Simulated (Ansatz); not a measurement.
Fields on a plane of VBiO4 (scheelite type, space group I4_1/a)

```xyz
12
Lattice="-2.5831 2.5831 5.8897 2.5831 -2.5831 5.8897 2.5831 2.5831 -5.8897" Properties=species:S:1:pos:R:3 pbc="T T T"
Bi     0.0000     2.5831     2.9449
Bi     0.0000     0.0000     0.0000
V      2.5831     0.0000     2.9449
V      0.0000     0.0000     5.8897
O      3.2979    -1.2871     3.8647
O      1.8684     1.2871     3.8647
O      1.2871     0.7147     6.8095
O      1.2960     1.8684     0.9198
O     -0.7147     1.2871     4.9699
O      3.2979     1.2960    -0.9198
O      1.2960    -0.7147     2.0250
O      3.8703     0.7147     2.0250
```

The slice is a (1 0 -1) plane (indices of the conventional cell) through the point (0.079, 0.966, 0.389) (fractional), spanned by u = [101] and v = [121] in vectors of this cell: u (5.17 Å) and v (12.86 Å, at 90° to u). It covers one period; positions are fractions (u, v).

Atoms on it: O at (0.00, 0.00); O at (0.50, 0.50). Other atoms lie within 1 Å of the plane.

Calculation: PBE (plane waves to 420 eV, PAW, scalar-relativistic; Ansatz, an electronic-structure program). k mesh 7×7×7. Inside the PAW spheres the values are not all-electron values, and peaks at nuclei hang on which shells count as valence. Spin-orbit coupling is left out, though Bi is heavy. This is one of several known forms of VBiO4; the measured ambient cells at hand have space group No. 15 or 60. VBiO4 is run without spin polarisation. VBiO4 was relaxed with its symmetry unable to fall.

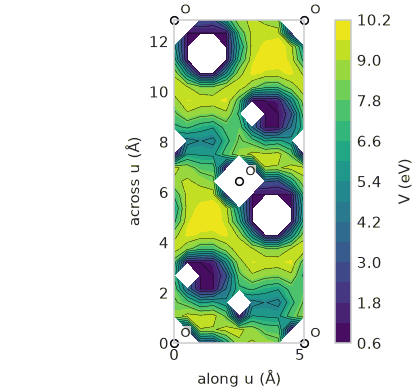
Figure. Electrostatic potential energy of an electron, from the cell's mean, in eV, one period of the plane, atoms marked. Points within 0.7 Å of a nucleus are left white, as the pseudised field means little there. Values under 1 eV are set to 1. The zero, the cell's mean, hangs on the PAW cores.

```tsv
v \ u	0.00	0.10	0.20	0.30	0.40	0.50	0.60	0.70	0.80	0.90
0.92	0.40	0.23	0.78	0.75	0.19	0.09	0.06	0.01	0.06	0.38
0.83	0.18	0.31	0.10	0.06	0.06	0.04	0.04	0.04	0.02	0.03
0.75	0.04	0.12	0.10	0.02	0.16	0.71	0.80	0.54	0.11	0.03
0.67	0.66	0.43	0.10	0.06	0.06	0.30	0.41	0.14	0.07	0.37
0.58	0.81	0.61	0.11	0.07	0.20	0.43	0.24	0.04	0.20	0.72
0.50	0.05	0.03	0.03	0.50	0.82	x	0.80	0.37	0.04	0.04
0.42	0.09	0.06	0.01	0.06	0.38	0.40	0.23	0.78	0.75	0.19
0.33	0.04	0.04	0.04	0.02	0.03	0.18	0.31	0.10	0.06	0.06
0.25	0.71	0.80	0.54	0.11	0.03	0.04	0.12	0.10	0.02	0.16
0.17	0.30	0.41	0.14	0.07	0.37	0.66	0.43	0.10	0.06	0.06
0.08	0.43	0.24	0.04	0.20	0.72	0.81	0.61	0.11	0.07	0.20
0.00	x	0.80	0.37	0.04	0.04	0.05	0.03	0.03	0.50	0.82
```

Values: electron localisation function (ELF). Points within 0.3 Å of a nucleus are blanked (x), as the pseudised field means little there.
